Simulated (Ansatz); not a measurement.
**CHFO (formyl fluoride): wB97M-V/STO-3G**

Aim: the electronic atomisation energy of CHFO (formyl fluoride) at wB97M-V/STO-3G, from 5 runs. 

The results are computed with Ansatz 0.2.0.

62 further runs of the same task are left out: 2 that didn't finish, 60 set aside as unsound or not needed.

## Step 1: The molecule

CHFO has 4 atoms, charge 0, and is taken as a singlet. SMILES: `O=CF`. Geometry: relaxed at PBE0-D4/def2-TZVP.

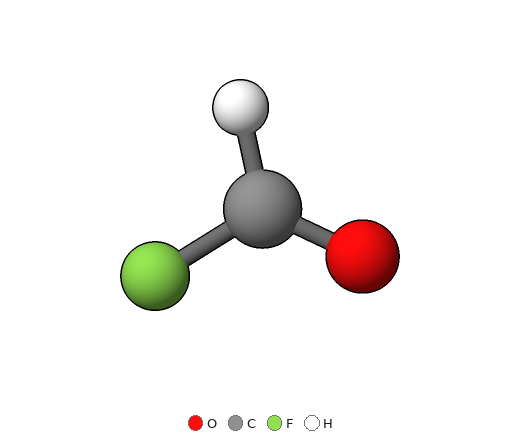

The structure, seen from a chosen angle (oxygen red, carbon grey, fluorine green, hydrogen white).

## Step 2: The energy at wB97M-V/STO-3G

run.yaml

```yaml
crystal:
  periodic: [false, false, false]
  atoms:
    - symbol: O
      position_ang: [-0.889340, 0.201180, 0.827740]
    - symbol: C
      position_ang: [-0.046400, 0.067520, 0.021620]
    - symbol: F
      position_ang: [0.585200, -1.091810, -0.181820]
    - symbol: H
      position_ang: [0.350540, 0.823120, -0.667550]
basis:
  gaussian:
    orbitals: STO-3G
hamiltonian:
  xc: {name: wB97M-V}
accuracy: high
```

On the command line:

```bash
$ ansatz run run.yaml --threads 1 --pin off --max-ram 3480MiB --events-out events.jsonl --progress --plain --runs-dir runs
```

The log of the run:

```text
Warning: RAYON_NUM_THREADS=1 ignored (pool sized by the plan → 1); use --threads N
Functional definition: wB97M-V
  name "wB97M-V"
  parameter omega = 0.3/bohr
  parameter cx = 0.15
  parameter cx01 = 1.007
  parameter cx10 = 0.259
  parameter css00 = 0.443
  parameter css04 = -1.437
  parameter css10 = -4.535
  parameter css20 = -3.390
  parameter css43 = 4.278
  parameter cos00 = 1.000
  parameter cos10 = 1.358
  parameter cos20 = 2.924
  parameter cos21 = -8.812
  parameter cos60 = -1.390
  parameter cos61 = 9.142
  parameter b = 6.0
  parameter c = 0.01
  gx(w, u) = 1 - cx + cx01*u + cx10*w
  gss(w, u) = css00 + css04*u^4 + css10*w + css20*w^2 + css43*w^4*u^3
  gos(w, u) = cos00 + cos10*w + (cos20 + cos21*u)*w^2 + (cos60 + cos61*u)*w^6
  exchange = spin_sum(e_x_unif_sr(omega)*gx(b97_w, b97_u_x)) + cx*exact_x_sr(omega) + exact_x_lr(omega)
  correlation = spin_sum(e_c_pw_mod_same_spin*gss(b97_w, b97_u_same))
      + integral(e_c_pw_mod_opposite_spin*gos(b97_w_opposite, b97_u_opposite)) + vv10(b, c)
273 factors; integrals over basis functions are off by at most 4.8e-8 eV
119 factors; integrals over basis functions are off by at most 8.8e-10 eV
mean field evaluation 1: about -5731.4852 eV, gradient 3.6e1 eV
mean field evaluation 2: about -5731.2297 eV, gradient 4.4e1 eV
mean field evaluation 4: about -5735.5099 eV, gradient 1.5e0 eV
mean field evaluation 8: about -5735.4935 eV, gradient 3.5e-2 eV
mean field evaluation 16: about -5735.4935 eV, gradient 2.0e-7 eV
mean field -5735.49349922 eV, -210.7754984391 hartree, gradient 2.4e-8 eV, S^2 0.000000; 0 other end points of the search recorded, 0 dependent functions left out
reference -5735.49350058 eV, -210.7754984891 hartree; 12, 12 occupied and 4, 4 virtual orbitals, 273 factors
Total energy: -5735.49350058 eV, -210.7754984891 hartree
```

Run time: 12 s. Hardware: 1 thread of Intel Xeon Platinum 8259CL at 2.50GHz (Skylake/Cascade Lake), shared host; peak memory 0.23 GiB.

## Step 3: The C atom at the same level

molecule.yaml

```yaml
crystal:
  periodic: [false, false, false]
  atoms:
    - {symbol: C, position_ang: [0.000000, 0.000000, 0.000000]}
basis:
  gaussian:
    orbitals: STO-3G
magnetization:
  spin_polarized: true
  initial_magnetization: 2
hamiltonian:
  xc: {name: wB97M-V}
accuracy: high
```

On the command line:

```bash
$ ansatz run molecule.yaml --threads 1 --pin off --max-ram 3480MiB --events-out events.jsonl --progress --plain --runs-dir runs
```

The log of the run:

```text
Warning: RAYON_NUM_THREADS=1 ignored (pool sized by the plan → 1); use --threads N
[... 19 set-up lines as earlier in the session ...]
  gx(w, u) = 1 - cx + cx01*u + cx10*w
  gss(w, u) = css00 + css04*u^4 + css10*w + css20*w^2 + css43*w^4*u^3
  gos(w, u) = cos00 + cos10*w + (cos20 + cos21*u)*w^2 + (cos60 + cos61*u)*w^6
[... 2 set-up lines as earlier in the session ...]
      + integral(e_c_pw_mod_opposite_spin*gos(b97_w_opposite, b97_u_opposite)) + vv10(b, c)
15 factors; integrals over basis functions are off by at most 9.8e-10 eV
15 factors; integrals over basis functions are off by at most 5.5e-10 eV
mean field evaluation 1: about -1016.3076 eV, gradient 7.9e-10 eV
mean field evaluation 2: about -1016.3078 eV, gradient 7.9e-10 eV
mean field -1016.30781270 eV, -37.3486232384 hartree, gradient 0.0e0 eV, S^2 2.000000; 0 other end points of the search recorded, 0 dependent functions left out
reference -1016.30781374 eV, -37.3486232768 hartree; 4, 2 occupied and 1, 3 virtual orbitals, 15 factors
Total energy: -1016.30781374 eV, -37.3486232768 hartree
```

It took 1.2 s on 1 thread of Intel Xeon Platinum 8259CL at 2.50GHz (Skylake/Cascade Lake), shared host; peak memory 0.16 GiB.

## Step 4: The F atom, same level

molecule.yaml

```yaml
crystal:
  periodic: [false, false, false]
  atoms:
    - {symbol: F, position_ang: [0.000000, 0.000000, 0.000000]}
basis:
  gaussian:
    orbitals: STO-3G
magnetization:
  spin_polarized: true
  initial_magnetization: 1
hamiltonian:
  xc: {name: wB97M-V}
accuracy: high
```

Run the same way, it converges to -98.28239 Eh (log not shown).

## Step 5: The H atom, same level

job.yaml

```yaml
crystal:
  periodic: [false, false, false]
  atoms:
    - {symbol: H, position_ang: [0.000000, 0.000000, 0.000000]}
basis:
  gaussian:
    orbitals: STO-3G
accuracy: high
magnetization:
  spin_polarized: true
  initial_magnetization: 1
hamiltonian:
  xc: {name: wB97M-V}
```

Run the same way, it converges to -0.45654 Eh (log not shown).

## Step 6: The O atom

in.yaml

```yaml
crystal:
  periodic: [false, false, false]
  atoms:
    - {symbol: O, position_ang: [0.000000, 0.000000, 0.000000]}
basis:
  gaussian: {orbitals: STO-3G}
magnetization: {spin_polarized: true, initial_magnetization: 2}
hamiltonian: {xc: {name: wB97M-V}}
accuracy: high
```

On the command line:

```bash
$ ansatz run in.yaml --threads 1 --pin off --max-ram 3480MiB --events-out events.jsonl --progress --plain --runs-dir runs
```

The log of the run:

```text
Warning: RAYON_NUM_THREADS=1 ignored (pool sized by the plan → 1); use --threads N
[... 19 set-up lines as earlier in the session ...]
  gx(w, u) = 1 - cx + cx01*u + cx10*w
  gss(w, u) = css00 + css04*u^4 + css10*w + css20*w^2 + css43*w^4*u^3
  gos(w, u) = cos00 + cos10*w + (cos20 + cos21*u)*w^2 + (cos60 + cos61*u)*w^6
[... 2 set-up lines as earlier in the session ...]
      + integral(e_c_pw_mod_opposite_spin*gos(b97_w_opposite, b97_u_opposite)) + vv10(b, c)
15 factors; integrals over basis functions are off by at most 1.1e-9 eV
15 factors; integrals over basis functions are off by at most 4.2e-10 eV
mean field evaluation 1: about -2014.7696 eV, gradient 6.5e-10 eV
mean field evaluation 2: about -2014.7709 eV, gradient 3.8e-10 eV
mean field -2014.77087902 eV, -74.0414641433 hartree, gradient 0.0e0 eV, S^2 2.000000; 0 other end points of the search recorded, 0 dependent functions left out
reference -2014.77087952 eV, -74.0414641616 hartree; 5, 3 occupied and 0, 2 virtual orbitals, 15 factors
Total energy: -2014.77087952 eV, -74.0414641616 hartree
```

Run time: 1.4 s. Hardware: 1 thread of Intel Xeon Platinum 8259CL at 2.50GHz (Skylake/Cascade Lake), shared host; peak memory 0.17 GiB.

## Step 7: Results

Level: wB97M-V/STO-3G.

```
                     quantity          value
       molecule: total energy  -210.77550 Eh
         C atom: total energy   -37.34862 Eh
                 C atom: ⟨S²⟩          2.000
         F atom: total energy   -98.28239 Eh
                 F atom: ⟨S²⟩          0.750
         H atom: total energy    -0.45654 Eh
                 H atom: ⟨S²⟩          0.750
         O atom: total energy   -74.04146 Eh
                 O atom: ⟨S²⟩          2.000
electronic atomisation energy      17.592 eV
```

**Reading.** Taking the molecule apart into free atoms costs 17.59 eV (1697 kJ/mol), before zero-point energy and without spin-orbit coupling. In a minimal basis such a difference can be off by several eV, whatever the method.
